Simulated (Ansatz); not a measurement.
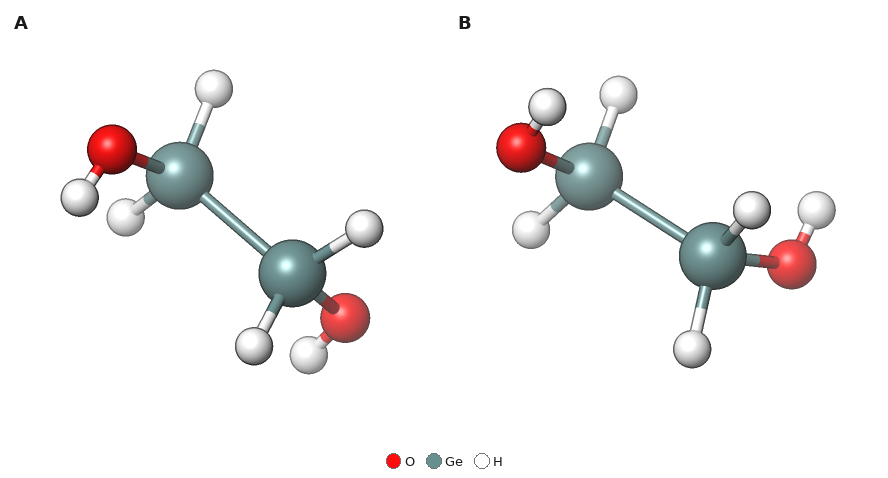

Distant atoms are faded towards the background colour. The computed structure is the end point of a PBE0-D4/def2-TZVP optimisation.

**How are A and B related: the same structure turned, mirror images, conformers, diastereomers or constitutional isomers?**

They are mirror images that no rotation superimposes: the geometry of Ge2H6O2 is chiral (C2). Their energies are equal.
